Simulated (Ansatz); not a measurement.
# BF2H2N···SiH4: what the fields show

Input file:

```
crystal:
  periodic: [false, false, false]
  atoms:
    - { symbol: B, position_ang: [0.042173, -0.269069, 0.335911] }
    - { symbol: "N", position_ang: [0.091723, -0.826028, 1.692222] }
    - { symbol: H, position_ang: [-0.759608, -1.012811, 2.220563] }
    - { symbol: H, position_ang: [0.955402, -0.839658, 2.231503] }
    - { symbol: F, position_ang: [1.163399, 0.057903, -0.293648] }
    - { symbol: F, position_ang: [-1.108945, -0.184784, -0.319582] }
    - { symbol: Si, position_ang: [-0.368248, 2.805186, 0.921427] }
    - { symbol: H, position_ang: [-1.739038, 2.954497, 0.342475] }
    - { symbol: H, position_ang: [-0.237938, 3.653593, 2.149968] }
    - { symbol: H, position_ang: [0.64362, 3.230101, -0.094919] }
    - { symbol: H, position_ang: [-0.141439, 1.40407, 1.33098] }
basis:
  gaussian: { orbitals: def2-mTZVP }
hamiltonian:
  xc: lda
relax:
  f_tol: 0.03
  max_steps: 50
output:
  orbitals: {}
```

Launched as:

```sh
ansatz run input.yaml --threads 4 --pin off --max-ram 5120MiB --backend cpu --events-out ev --progress --plain --runs-dir out
```

The fields are those of the run's last geometry, not of the input's.

Computed with Ansatz 0.2.0, RKS LDA/def2-mTZVP.

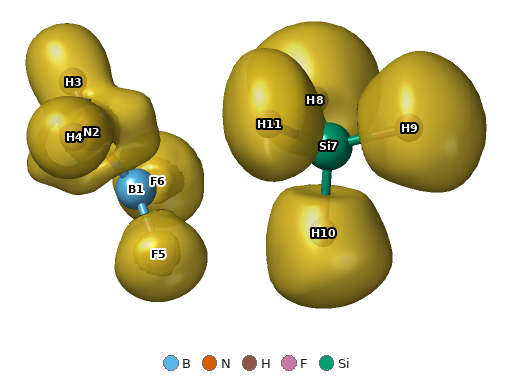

Figure 1. Isosurface of the electron localisation function at 0.75 (yellow), seen at a tilt. Only the valence region is drawn (cores and ρ < 0.01 e/Å³ removed).

### Describe the localisation domains.

The ELF exceeds this value in four regions around hydrogen nuclei, two regions on F in which the atom's valence shell and bonds are merged and one joined region spread over several atoms (H, N), in which their bonds and any lone pairs are merged. Profiles from the grid: B1···H11 (2.55 Å): the ELF dips to about 0.05 between them. B–F (1.33 Å): the ELF peaks at about 0.85 between the atoms, as expected for a polar covalent bond.

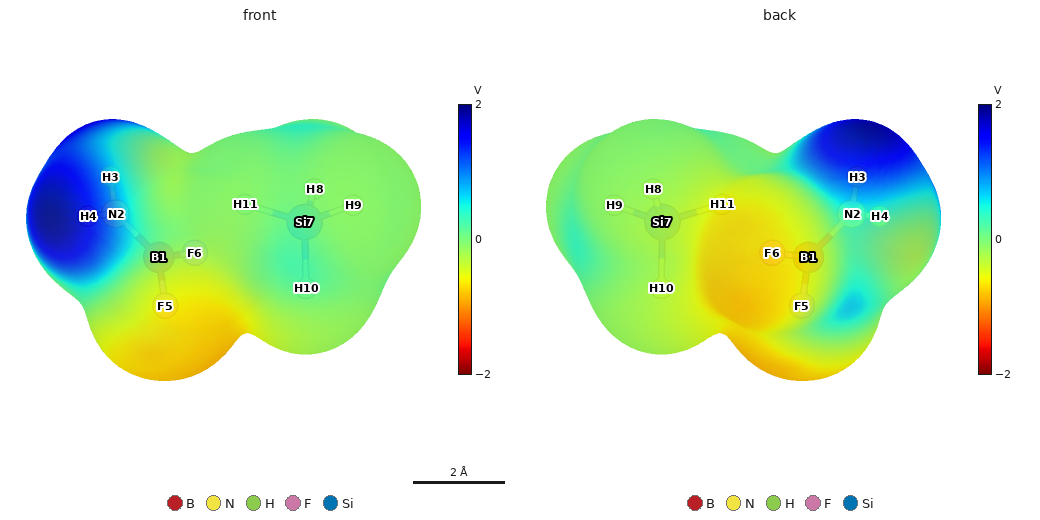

Figure 2. The molecular electrostatic potential painted on the density surface at 0.001 e/bohr³, seen from the front and from behind; the colour scale runs from red (negative) to blue (positive).

### Which sites attract a positive test charge, and which a negative one?

A positive charge is drawn to the negative regions and a negative charge to the positive ones. The most negative region (about −0.9 V) lies over F5 and F6, the most positive (about +1.9 V) over H3 and H4.

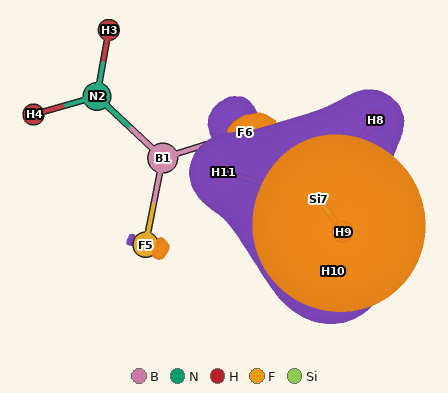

Figure 3. The HOMO−1 at ±0.1 Å⁻³ᐟ² (orange and purple are the two phases), seen at an oblique angle.

### What is the character of this orbital?

It lies mainly on Si7 (about 40 %), H9 (about 35 %) and H10 (about 10 %). Its energy is −8.28 eV.

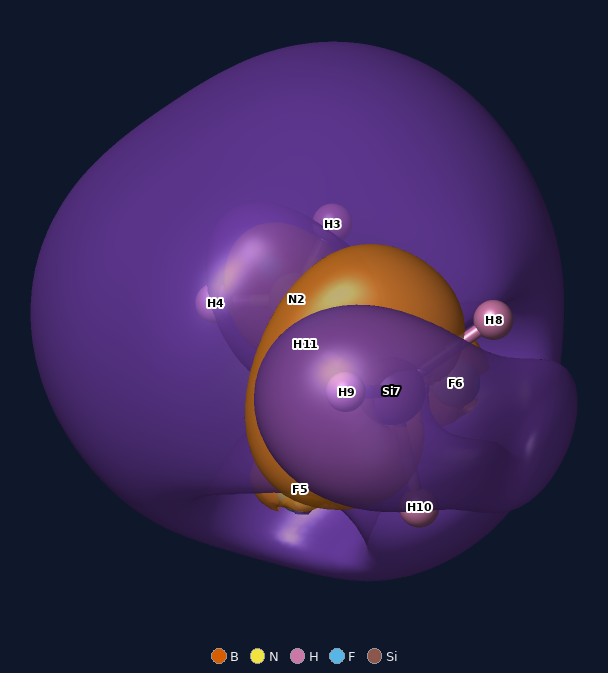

Figure 4. The LUMO at ±0.04 Å⁻³ᐟ² (orange and purple are the two phases), seen at an oblique angle.

### What is the character of this orbital?

Its weight (Hirshfeld) is mainly on B1 (about 20 %), H4 (about 20 %), H3 (about 15 %), N2 (about 15 %) and Si7 (about 10 %). Its energy is −0.34 eV.
